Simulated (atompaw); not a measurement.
**Ta: generating and testing a PAW (atompaw) potential**

Task: generate the file, and judge it by its logarithmic derivatives, its ghosts and its cutoff.

Method: atompaw 4.2.0.5, LDA (PW92), scalar-relativistic.

## 1. Settings

The settings as typed:

```
element                 : tantalum (Ta, Z = 73)
type                    : PAW
frozen core             : [Xe] 4f14
valence charge          : 5
reference configuration : 5d3 6s1.75 6p0.25
partial waves           : 6s (bound): rc 3.00 bohr; 6s channel at 0.2 Ry: rc 3.00 bohr; 6p (bound): rc 3.00 bohr; 6p channel at 2.95 Ry: rc 3.00 bohr; 5d (bound): rc 3.00 bohr; 5d channel at 0.15 Ry: rc 1.65 bohr
local potential         : bessel scheme, radius 2.85 bohr
core correction         : smooth core density matched at 2.15 bohr
augmentation charge     : besselshape compensation charge, radius 2.90 bohr; PAW radius 3.00 bohr; waves and projectors: custom polynom2 7 10 vanderbiltortho
```

The nodes and maxima of the atom's own shells, from an earlier all-electron run, set the scale for the radii.

All-electron outer shells of the reference configuration (LDA (PW92), scalar-relativistic, ld1.x):

```
shell  level (eV)  outermost node (bohr)  outermost maximum (bohr)
   5p      -39.96                   0.58                      1.13
   4f      -25.33                      –                      0.44
   6s       -5.88                   1.32                      2.74
   5d       -4.13                   0.65                      1.58
   6p       -1.69                   1.59                      3.85
```

## 2. The generation run

Ta.input

```
Ta 73
LDA-PW scalarrelativistic loggrid 2001 logderivrange -2 5 176
6 6 5 4 0 0
6 0 1.75
6 1 0.25
5 2 3
0 0 0
c
c
c
c
c
v
c
c
c
c
v
c
c
v
c
2
3.00 2.90 2.85 2.15
y
0.2
n
y
2.95
n
y
0.15
n
custom polynom2 7 10 vanderbiltortho besselshape
bessel
3.00
3.00
3.00
3.00
3.00
1.65
PWSCFOUT
UPFDX 0.0125d0 UPFXMIN -7.d0 UPFZMESH 73.d0
END
```

Command:

```
$ atompaw < Ta.input > Ta.log
```

Output in the file Ta (summary file):

```text
 Completed calculations for Ta (AE)

 Exchange-correlation type: LDA, Perdew-Wang correlation

 Radial integration grid is logarithmic 
 r0 =   9.3554737E-05 h =   6.8294958E-03   n =      2001 rmax =   8.0000000E+01

 Scalar relativistic calculation

 AEatom converged in  36 iterations
   nz     =  73.00
   delta  =       1.735267197972E-15

 All Electron Orbital energies:         
  n  l      occupancy      energy
  1  0      2.0000000E+00 -4.9475705E+03
  2  0      2.0000000E+00 -8.5015346E+02
  3  0      2.0000000E+00 -1.9473901E+02
  4  0      2.0000000E+00 -3.9677530E+01
  5  0      2.0000000E+00 -5.4089609E+00
  6  0      1.7500000E+00 -4.3206241E-01
  2  1      6.0000000E+00 -7.4529454E+02
  3  1      6.0000000E+00 -1.6355669E+02
  4  1      6.0000000E+00 -2.9444138E+01
  5  1      6.0000000E+00 -2.9370343E+00
  6  1      2.5000000E-01 -1.2410801E-01
  3  2      1.0000000E+01 -1.2711303E+02
  4  2      1.0000000E+01 -1.6346098E+01
  5  2      3.0000000E+00 -3.0341180E-01
  4  3      1.4000000E+01 -1.8615799E+00

 Total energy
   Total                    :   -31190.61235957575263

 ---
 Completed calculations for Ta (SC)

 Exchange-correlation type: LDA, Perdew-Wang correlation

 Radial integration grid is logarithmic 
 r0 =   9.3554737E-05 h =   6.8294958E-03   n =      2001 rmax =   8.0000000E+01

 Scalar relativistic calculation

 SCatom converged in   3 iterations
   nz     =  73.00
   delta  =       9.977489574689E-17

 Valence Electron Orbital energies:         
  n  l      occupancy      energy
   6  0      1.7500000E+00 -4.3206241E-01
   6  1      2.5000000E-01 -1.2410801E-01
   5  2      3.0000000E+00 -3.0341180E-01

 Total energy
   Total                    :   -31190.61235957356257
   Valence                  :     -616.93687802220325

 PAW parameters: 
       lmax =            2
         rc =    3.0157205243774672     
        irc =         1521
   rc_shape =    2.9144765273332829     
    rc_vloc =    2.8553689744620292     
    rc_core =    2.1579984657412172     
   Vloc: truncated form - Vps(r)=A.sin(qr)/r for r<rc
   Projector type: improved polynomial pseudization + Vanderbilt ortho.
   Bessel compensation charge shape zeroed at   2.9145E+00

 Number of basis functions     6
 No.   n  nodes  l      Energy         Cp coeff         Occ
  1    6    5    0   -0.4320624E+00  0.1642162E+03  0.1750000E+01
  2  999    6    0    0.2000000E+00  0.1529731E+02  0.0000000E+00
  3    6    4    1   -0.1241080E+00  0.2432008E+02  0.2500000E+00
  4  999    5    1    0.2950000E+01  0.1699948E+00  0.0000000E+00
  5    5    2    2   -0.3034118E+00 -0.3551707E+01  0.3000000E+01
  6  999    3    2    0.1500000E+00 -0.4538252E-02  0.0000000E+00

 Eigenvalues of overlap operator (in the basis of projectors):
    1        5.63833786E-05
    2        1.71460471E-01
    3        1.73522177E-01
    4        1.87454681E+01
    5        5.07758786E+01
    6        1.46273213E+02

 Orbital leakage outside PAW augmentation regions
   orb  is_core?  %out_of_sphere
   1 0    T           0.00
   2 0    T           0.00
   3 0    T           0.00
   4 0    T           0.00
   5 0    T           0.03
   6 0    F          53.23
   2 1    T           0.00
   3 1    T          -0.00
   4 1    T           0.00
   5 1    T           0.34
   6 1    F          84.90
   3 2    T           0.00
   4 2    T           0.00
   5 2    F          18.96
   4 3    T           0.02

 Summary of PAW energies
   Total valence energy     :   -616.93690033829330
   Smooth energy            :      1.59452540279295
   One center               :   -618.53142574108620
   Smooth kinetic           :      2.29790539631657
   Vloc energy              :      0.70283140065551
   Smooth exch-corr         :     -4.96069913857066
   One-center xc            :   -606.77311630946269
```

Run time: 14 s. Hardware: 1 thread of Intel Xeon Platinum 8488C, shared host.

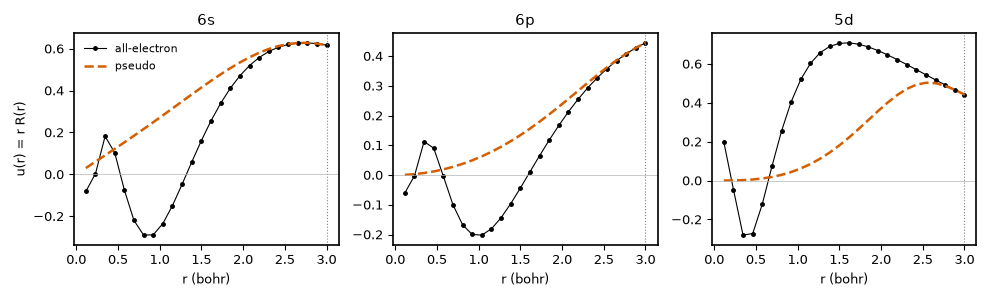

Bound waves of the atom and their pseudo partners (6s, 6p, 5d), with the matching radii dotted. The curves join 26 sampled radii, too few to resolve the innermost nodes.

## 3. Does it scatter like the atom?

Taken from the files of the generation run. The phase is arctan(r·u′/u) with u = r·R, unwrapped, with energies in Ry. A pole is an energy at which the radial function vanishes at the test radius. The pseudo phase is shifted by a multiple of π to meet the all-electron one at the reference energy. Levels narrower than the energy grid can be missing from the poles. The last column is the largest difference on the grid between −1 and +1 Ry.

| channel | radius (bohr) | reference (Ry) | poles AE | poles PS | window around the reference with phases within 0.05 rad (Ry) | largest difference near zero (rad) |
| --- | --- | --- | --- | --- | --- | --- |
| s | 3.02 | -0.43 | 1.11 | 1.10, 3.57 | below 2.5 | 0.000 |
| p | 3.02 | -0.12 | 2.40 | 2.39 | below 4.4 | 0.008 |
| d | 3.02 | -0.30 | 0.08, 4.71 | 0.08 | below 1.6 | 0.002 |

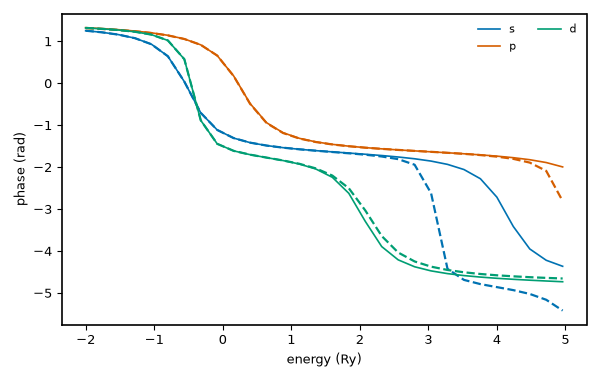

Phases by channel: all-electron solid, pseudo dashed.

## 4. Plane-wave convergence, by spherical Bessel functions

This step uses the generator's waves and projectors in a separate script. Basis: spherical Bessel functions vanishing at 20 bohr, q² up to the cutoff; potential fixed at the reference.

All-electron valence levels (Ry): 6s -0.4321, 6p -0.1241, 5d -0.3034. The lowest levels of each channel (Ry) by cutoff; the last column sums, over occupied levels, occupation times the distance from the level at 400 Ry. A positive value at high cutoff is not a bound level.

```tsv
cutoff (Ry)	s #1	p #1	d #1	f #1	Σ f·Δε (mRy)
8	-0.4319	-0.1240	-0.2952	0.0974	25.1
10	-0.4320	-0.1240	-0.2971	0.0974	19.1
15	-0.4320	-0.1241	-0.3003	0.0974	9.5
18	-0.4321	-0.1241	-0.3012	0.0974	6.5
25	-0.4321	-0.1241	-0.3027	0.0974	2.2
30	-0.4321	-0.1241	-0.3028	0.0974	1.8
35	-0.4321	-0.1241	-0.3032	0.0974	0.7
40	-0.4321	-0.1241	-0.3032	0.0974	0.6
45	-0.4321	-0.1241	-0.3033	0.0974	0.5
400	-0.4321	-0.1241	-0.3034	0.0974	0.0
```

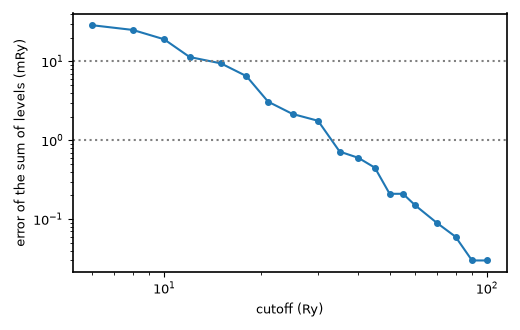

Occupation-weighted error of the valence levels against the cutoff; the dotted lines mark 10 and 1 mRy.

The sum stays within 10 mRy from 15 Ry and within 1 mRy from 35 Ry. The sum leaves out empty levels, which can need more. Ghost test: no level below the all-electron spectrum of its channel (s, p, d, f tested).

## 5. What came out

| quantity | value |
| --- | --- |
| cutoffs for 10 and 1 mRy, occupied levels | 15 Ry and 35 Ry |
| bound ghosts | none found |
| largest phase difference near zero energy, channels read | 0.008 rad |
| lowest eigenvalue of the overlap (Bessel basis) | 0.003 (d) |
| share of valence orbitals outside the PAW sphere | 6s 53 %, 6p 85 %, 5d 19 % |
| UPF file | written |

What this shows: The overlap operator is nearly singular (0.003). The potential is soft on the atom: the looser tolerance needs 15 Ry. The slowest occupied level is 5d: taken alone it needs 25 Ry to come within 1 mRy, against 6 Ry or less for 6s. No bound ghost shows below the valence levels. Near zero energy the phases of the channels with partial waves agree within 0.008 rad.
